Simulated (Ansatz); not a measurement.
The starting structures come from a database of crystals and need not be the phases stable at ambient conditions.

 Where the default PAW files enter, the runs use the earlier of Ansatz's two default sets.

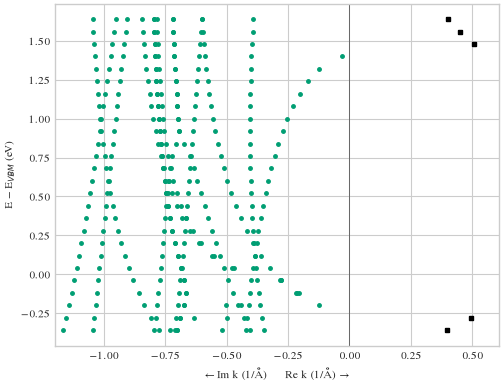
Complex bands at the centre of the two-dimensional zone; PBEsol in Ansatz (an electronic-structure program)

No gap correction and no spin-orbit coupling; mid-gap values are interpolated between computed energies.

**Question.** This is K$_{2}$PdCl$_{4}$ (P4/mmm, not sure to be the ambient phase, 7 atoms a cell, 29.1 Å³ an atom) along the normal of (110). Read off the slowest decay at the centre of the two-dimensional zone at 0.68 eV, the computed energy nearest the middle of the gap.

**Answer.** κ ≈ 0.32 1/Å, a decay length 1/(2κ) of the density of 1.6 Å.
